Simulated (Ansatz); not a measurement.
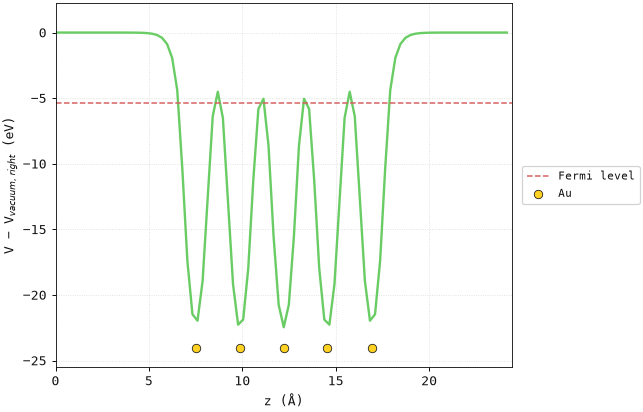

Plane-averaged electrostatic potential energy of an electron across the slab; circles at the bottom mark the heights of the atoms.

The material is a (111) slab cut from Au (Fm-3m), 5 atoms in the cell.

Method: DFT PBEsol, spin-orbit coupling, plane waves, PAW, 12×12×1 k mesh (Ansatz 0.2.0).

**Read off the work function of each face.**

The work function is 5.38 eV, the same on both faces. The two vacuum levels agree, so the slab has no net dipole along its normal.

**How thick are slab and vacuum?**

The outermost atoms are 9.4 Å apart, which leaves 15.0 Å of vacuum in a cell 24.4 Å high.
